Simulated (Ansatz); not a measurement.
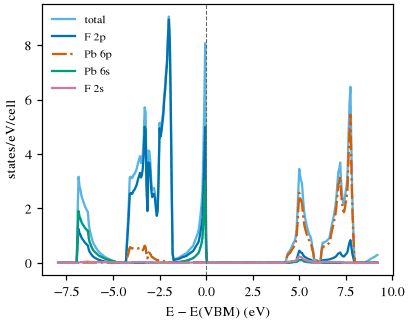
Figure. Total and projected density of states of PbF2 (fluorite, Fm-3m), the program Ansatz at the LDA level (PAW)

Task: Which orbitals carry the states next to the gap?

Result: Top 1 eV of the valence band: F 2p 64 %, Pb 6s 34 %. Bottom 1 eV of the conduction band: Pb 6p 77 %, F 2p 10 %, F 2s 7 %. Projections are on Löwdin-orthogonalised atomic valence shells; empty p or d shells of many metals are not among them.

Task: Where is the tallest occupied peak in this window, and what makes it?

Result: Near -2.0 eV, about 9.1 states/eV per cell; the largest projected share is F 2p.

Symmetry was held in the LDA relaxation; phonons on a q-mesh show no instability. Spin–orbit coupling is left out wherever it is not named.

Potentials: the later of the program's two PAW sets.
